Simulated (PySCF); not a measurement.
# C5H11FOSi: what the fields show

Input

```
{"job": {"kind": "nmr", "xc": "PBE0", "basis": "pcSseg-1"}, "charge": 0, "multiplicity": 1}
C     -1.591216    -1.903263     0.596406
O     -0.693627    -1.037635    -0.046818
C     -0.948059     0.326078     0.179198
C      0.274863     1.119759    -0.193660
C      0.013902     2.535767    -0.607014
C      1.479137     0.564017    -0.134726
Si     1.836115    -1.186790     0.441302
F      1.164280    -1.477335     1.885426
H     -1.275354    -2.915382     0.353468
H     -1.562488    -1.767718     1.683407
H     -2.615799    -1.742803     0.240028
H     -1.181071     0.499941     1.243460
H     -1.818452     0.652511    -0.412139
H     -0.496214     2.556368    -1.570322
H     -0.628141     3.032666     0.119709
H      0.943529     3.091164    -0.695023
H      2.326697     1.173678    -0.417920
H      1.503417    -2.291781    -0.439731
H      3.258678    -1.219995     0.797818
```

Command:

```sh
OMP_NUM_THREADS=1 python probes_run.py task.json out
```

Geometry: GFN2-xTB.

Method: PBE0/pcSseg-1, SCF density, gas phase, non-relativistic in PySCF.

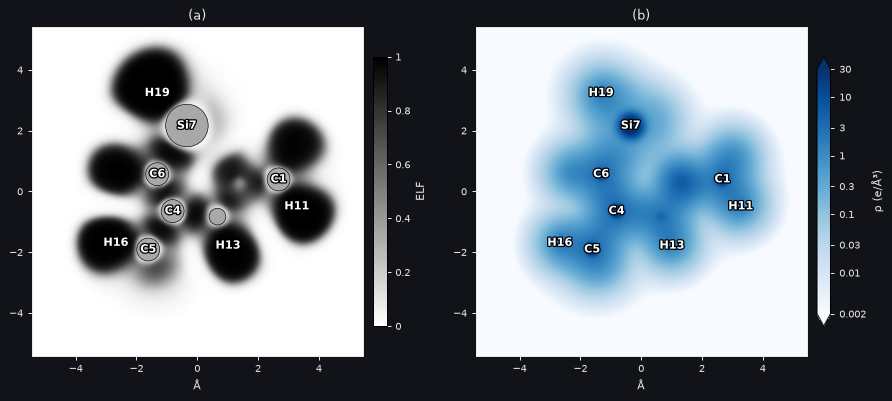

Figure 1. (a) electron localisation function; (b) electron density on the plane of atoms C4, C5 and H16. Grey discs cover the atomic cores in the ELF map.

### Describe what can be read from this map.

Atoms in the plane: C, Si and H.
C–C (1.33 Å): the density is about 2.3 e/Å³ at the midpoint; the ELF peaks at about 0.90 between the atoms (a multiple bond).
C–Si (1.88 Å): ρ at the midpoint is about 0.95 e/Å³; the ELF peaks at about 0.95 between the atoms; a covalent bond.
C–H (1.10 Å): ρ is about 2 e/Å³ halfway; the ELF climbs to about 1 towards the hydrogen, as it does in any bond to H (a covalent bond by its length).
C–C (1.50 Å): ρ at the midpoint is about 1.7 e/Å³; the ELF peaks at about 0.95 between the atoms (a shared electron pair).
Si–H (1.47 Å): ρ is about 0.82 e/Å³ halfway; the ELF climbs to about 1 towards the hydrogen.

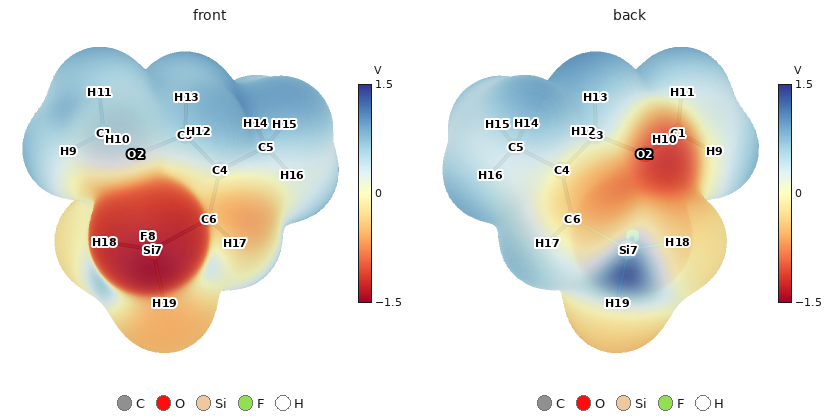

Figure 2. The electrostatic potential painted on the density surface at 0.002 e/bohr³, seen from the front and from behind; the colour scale runs from red (negative) to blue (positive).

### Describe the electrostatic potential map.

The most negative region (about −1.4 V, or −32 kcal/mol for a unit charge) lies over F8, the most positive (about +1.0 V, or +23 kcal/mol for a unit charge) over C3 and Si7.

### What dipole moment does the calculation give?

Its dipole moment is 3.02 D.
